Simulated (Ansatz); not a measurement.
**Geometry relaxation, with input and output: Al$_{2}$HBrClF (part 2 of 2)**

Continued. System: Al$_{2}$HBrClF. Method: RKS PBE/def2-SVP (Ansatz 0.2.0). It belongs to a series of runs on one base structure; here: end point B relaxed.

Geometry of the input (Å):
```
F  -0.0916  -1.9889  1.9316
Al 0.5324  -0.9269  0.5977
Br 2.7165  -1.2917  -0.1889
Al -0.7726  0.8853  -0.4232
Cl -0.0058  2.1142  -2.0585
H  -0.9484  -0.5706  0.8255
```

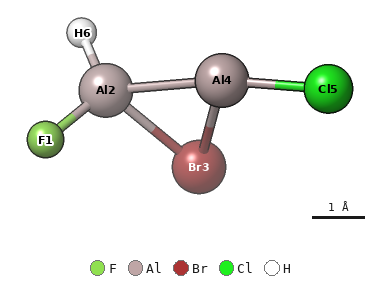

Fig. 1: The geometry at step 15 of the log (ball-and-stick view, seen at a tilt; atoms are numbered from 1 in the order of the input).

## Trajectory as extended XYZ, continued
```
6
Properties=species:S:1:pos:R:3:forces:R:3 step=5 energy=-98456.10195
F     0.3551   -2.0592    2.3179    0.2290   0.0092   0.3194
Al    0.4021   -1.2943    0.8346   -1.6409   0.0275  -0.1517
Br    2.3952   -1.1804   -0.1948   -0.0261   0.1442  -0.1456
Al   -0.5212    1.5579   -0.3203    0.3668   0.3645  -0.1511
Cl    0.0077    2.1980   -2.3347   -0.1596  -0.1290   0.2175
H    -1.2085   -1.0006    0.3815    1.2308  -0.4164  -0.0886
6
Properties=species:S:1:pos:R:3:forces:R:3 step=6 energy=-98456.25075
F     0.4030   -1.9351    2.3700    0.1246   0.1723  -0.0443
Al    0.3468   -1.2991    0.8125   -1.4871  -0.0584   0.1290
Br    2.3343   -1.1495   -0.2404   -0.0384   0.1038  -0.1647
Al   -0.4316    1.5781   -0.2691    0.3859   0.1324  -0.2627
Cl    0.0471    2.2050   -2.3007   -0.1776  -0.0996   0.3435
H    -1.2691   -1.1780    0.3118    1.1925  -0.2505  -0.0007
6
Properties=species:S:1:pos:R:3:forces:R:3 step=7 energy=-98456.37878
F     0.4350   -1.7990    2.4106   -0.0377   0.3259  -0.6140
Al    0.2838   -1.2880    0.7895   -1.1927  -0.1929   0.6332
Br    2.2699   -1.1161   -0.2873   -0.0568   0.0664  -0.1760
Al   -0.3259    1.5664   -0.2258    0.3282  -0.0791  -0.2182
Cl    0.0802    2.2148   -2.2512   -0.1411  -0.0320   0.2933
H    -1.3126   -1.3566    0.2484    1.1001  -0.0882   0.0817
6
Properties=species:S:1:pos:R:3:forces:R:3 step=8 energy=-98456.54361
F     0.4126   -1.6941    2.4269   -0.0466   0.1935  -0.3719
Al    0.2185   -1.2758    0.7949   -0.8487  -0.0079   0.4019
Br    2.1949   -1.0490   -0.3201    0.0229  -0.0081  -0.1892
Al   -0.1389    1.4981   -0.2060    0.1560  -0.1694  -0.1637
Cl    0.0538    2.2438   -2.2186   -0.0564  -0.0076   0.2488
H    -1.3103   -1.5017    0.2071    0.7729  -0.0005   0.0741
6
Properties=species:S:1:pos:R:3:forces:R:3 step=9 energy=-98456.66841
F     0.3716   -1.5714    2.4436   -0.0098   0.0763  -0.0527
Al    0.1480   -1.2418    0.8084   -0.1963   0.1917   0.2335
Br    2.1144   -1.0082   -0.3754    0.1092  -0.0615  -0.1817
Al    0.0223    1.3891   -0.1955   -0.0329  -0.0606  -0.2762
Cl    0.0311    2.2808   -2.1621    0.0312  -0.0735   0.3536
H    -1.2570   -1.6271    0.1653    0.0986  -0.0724  -0.0765
6
Properties=species:S:1:pos:R:3:forces:R:3 step=10 energy=-98456.72327
F     0.3576   -1.4375    2.4730   -0.0104   0.0764   0.0626
Al    0.1356   -1.2101    0.8243   -0.1120   0.0509  -0.0310
Br    2.0770   -1.1114   -0.4306    0.0989   0.0441  -0.0999
Al   -0.0113    1.3467   -0.2137    0.0327  -0.1086  -0.1715
Cl    0.0638    2.3690   -2.0945    0.0152  -0.0311   0.2156
H    -1.1923   -1.7353    0.1257   -0.0244  -0.0317   0.0242
6
Properties=species:S:1:pos:R:3:forces:R:3 step=11 energy=-98456.74992
F     0.3353   -1.2412    2.4778   -0.0273  -0.0705  -0.3658
Al    0.1087   -1.2031    0.7975   -0.1504  -0.0738   0.4123
Br    2.0577   -1.1084   -0.5038    0.0164   0.0057  -0.0191
Al    0.0187    1.1933   -0.2252    0.0091   0.2279  -0.2656
Cl    0.1030    2.4119   -1.9706    0.0374  -0.0028   0.1137
H    -1.1927   -1.8310    0.1084    0.1148  -0.0865   0.1246
6
Properties=species:S:1:pos:R:3:forces:R:3 step=12 energy=-98456.78515
F     0.3529   -1.2430    2.4827   -0.0694   0.0349  -0.2505
Al    0.0477   -1.1704    0.8197   -0.1691  -0.1975   0.2163
Br    2.0014   -1.0749   -0.5098    0.0747   0.0938  -0.1037
Al    0.0515    1.1809   -0.3189   -0.0551  -0.1899   0.1646
Cl    0.1549    2.5023   -1.9518    0.0948   0.1915  -0.1882
H    -1.1780   -1.9736    0.1622    0.1241   0.0673   0.1614
6
Properties=species:S:1:pos:R:3:forces:R:3 step=13 energy=-98456.81805
F     0.3561   -1.2005    2.4805   -0.0607   0.0458  -0.2172
Al   -0.0299   -1.1723    0.8343   -0.0135  -0.1815  -0.0862
Br    1.9700   -0.9814   -0.5738   -0.2823   0.1341   0.0864
Al    0.0567    1.1290   -0.3956    0.0178  -0.1811  -0.0016
Cl    0.2645    2.5926   -1.9173    0.0737  -0.0350   0.0577
H    -1.1868   -2.1460    0.2561    0.2651   0.2176   0.1609
6
Properties=species:S:1:pos:R:3:forces:R:3 step=14 energy=-98456.83072
F     0.3743   -1.1487    2.4601   -0.0487  -0.0044  -0.2567
Al   -0.0842   -1.1793    0.8296   -0.6095  -0.1853   0.2867
Br    1.8466   -0.8380   -0.6085    0.4832  -0.1249  -0.2933
Al    0.0642    1.0407   -0.4639   -0.2133   0.3388  -0.1427
Cl    0.3981    2.6335   -1.8650    0.0147  -0.3198   0.2689
H    -1.1684   -2.2868    0.3318    0.3735   0.2956   0.1371
6
Properties=species:S:1:pos:R:3:forces:R:3 step=15 energy=-98456.85511
F     0.3959   -1.1125    2.4394   -0.1476   0.0511  -0.2408
Al   -0.1337   -1.1496    0.8298   -0.0961  -0.4760   0.1676
Br    1.8321   -0.8242   -0.6524   -0.0831   0.0535  -0.0139
Al   -0.0274    1.0454   -0.4567    0.2034   0.1993  -0.2848
Cl    0.4899    2.6044   -1.8243   -0.1192  -0.1890   0.2338
H    -1.1263   -2.3420    0.3484    0.2426   0.3611   0.1381
6
Properties=species:S:1:pos:R:3:forces:R:3 step=16 energy=-98456.86792
F     0.3447   -1.0618    2.4537   -0.0390  -0.0263  -0.3047
Al   -0.0987   -1.1760    0.8209   -0.1421  -0.1697   0.1695
Br    1.8437   -0.8704   -0.6972   -0.0747   0.0257   0.0642
Al   -0.0017    1.0432   -0.4581    0.0438  -0.0792  -0.0410
Cl    0.4609    2.6216   -1.7900   -0.0022   0.0234   0.0179
H    -1.1184   -2.3352    0.3549    0.2144   0.2262   0.0941
6
Properties=species:S:1:pos:R:3:forces:R:3 step=17 energy=-98456.87321
F     0.3554   -1.0702    2.4489   -0.0578  -0.0124  -0.2760
Al   -0.1098   -1.1723    0.8221   -0.1047  -0.1183   0.2153
Br    1.8322   -0.8605   -0.6867    0.0094   0.0110  -0.0011
Al   -0.0016    1.0351   -0.4694    0.0215  -0.0340  -0.0339
Cl    0.4672    2.6240   -1.7891   -0.0066   0.0007   0.0301
H    -1.1130   -2.3346    0.3585    0.1382   0.1530   0.0657
6
Properties=species:S:1:pos:R:3:forces:R:3 step=18 energy=-98456.86441 accepted=F
F     0.3730   -1.0826    2.4458    0.1366   0.0100   0.4756
Al   -0.0949   -1.1756    0.8494   -0.2291   0.0221  -0.5949
Br    1.8549   -0.8649   -0.6644   -0.0019  -0.0144   0.0002
Al   -0.0215    0.9858   -0.5119    0.0394   0.0568   0.0527
Cl    0.4485    2.6239   -1.7685    0.0025  -0.0051  -0.0156
H    -1.1295   -2.2650    0.3338    0.0525  -0.0693   0.0820
6
Properties=species:S:1:pos:R:3:forces:R:3 step=19 energy=-98456.87755
F     0.3542   -1.0749    2.4414    0.0058   0.0151  -0.0629
Al   -0.1254   -1.1703    0.8270   -0.0616  -0.0054   0.0487
Br    1.8205   -0.8373   -0.6978    0.0298  -0.0280   0.0008
Al   -0.0031    1.0213   -0.4853    0.0109  -0.0275  -0.0065
Cl    0.4862    2.6246   -1.7784   -0.0177   0.0149   0.0189
H    -1.1020   -2.3420    0.3773    0.0329   0.0309   0.0011
6
Properties=species:S:1:pos:R:3:forces:R:3 step=20 energy=-98456.87893
F     0.3579   -1.0609    2.4346    0.0089   0.0039   0.0029
Al   -0.1314   -1.1717    0.8264   -0.0281   0.0389  -0.0065
Br    1.8218   -0.8440   -0.6975    0.0221  -0.0217  -0.0042
Al   -0.0014    1.0116   -0.4919    0.0086  -0.0194  -0.0050
Cl    0.4849    2.6307   -1.7659   -0.0129   0.0111   0.0138
H    -1.1012   -2.3442    0.3784    0.0014  -0.0129  -0.0011
6
Properties=species:S:1:pos:R:3:forces:R:3 step=21 energy=-98456.87988
F     0.3600   -1.0458    2.4285   -0.0012  -0.0033   0.0210
Al   -0.1405   -1.1703    0.8251    0.0163   0.0579  -0.0165
Br    1.8248   -0.8543   -0.6992    0.0030  -0.0038  -0.0071
Al    0.0045    0.9998   -0.5024    0.0125  -0.0054  -0.0092
Cl    0.4812    2.6421   -1.7503   -0.0078  -0.0056   0.0147
H    -1.0996   -2.3500    0.3825   -0.0227  -0.0399  -0.0029
6
Properties=species:S:1:pos:R:3:forces:R:3 step=22 energy=-98456.88033
F     0.3549   -1.0322    2.4257    0.0016  -0.0071   0.0083
Al   -0.1454   -1.1687    0.8225    0.0024   0.0475   0.0071
Br    1.8251   -0.8609   -0.7071    0.0168  -0.0037  -0.0130
Al    0.0137    0.9887   -0.5131   -0.0035   0.0169  -0.0079
Cl    0.4791    2.6537   -1.7350   -0.0008  -0.0179   0.0118
H    -1.0970   -2.3592    0.3912   -0.0166  -0.0358  -0.0063
6
Properties=species:S:1:pos:R:3:forces:R:3 step=23 energy=-98456.88010 accepted=F
F     0.3512   -1.0277    2.4257   -0.0059   0.0088  -0.0062
Al   -0.1581   -1.1603    0.8243    0.0459  -0.0203  -0.0106
Br    1.8296   -0.8627   -0.7196   -0.0702   0.0316   0.0282
Al    0.0172    0.9823   -0.5226    0.0454  -0.0006  -0.0204
Cl    0.4823    2.6614   -1.7243   -0.0090  -0.0234   0.0142
H    -1.0917   -2.3716    0.4008   -0.0061   0.0039  -0.0051
6
Properties=species:S:1:pos:R:3:forces:R:3 step=24 energy=-98456.88058
F     0.3538   -1.0317    2.4260   -0.0016   0.0007   0.0014
Al   -0.1513   -1.1639    0.8235    0.0017   0.0036   0.0050
Br    1.8242   -0.8592   -0.7120    0.0000   0.0043  -0.0047
Al    0.0164    0.9865   -0.5164    0.0059   0.0083  -0.0067
Cl    0.4813    2.6553   -1.7317   -0.0021  -0.0108   0.0070
H    -1.0940   -2.3656    0.3947   -0.0040  -0.0061  -0.0020
```

## Summary

| quantity | value |
| --- | --- |
| outcome | converged |
| total energy | −98456.8806 eV |
| mean-field energy | −98456.8806 eV |
| largest force (length of the vector) at the end | 0.013 eV/Å |
| hardware | 2 threads of Arm Neoverse V1, 24 GiB of memory available, shared host |
| wall time | 56 s (CPU time 1.8 min) |
| peak memory | 0.2 GiB |
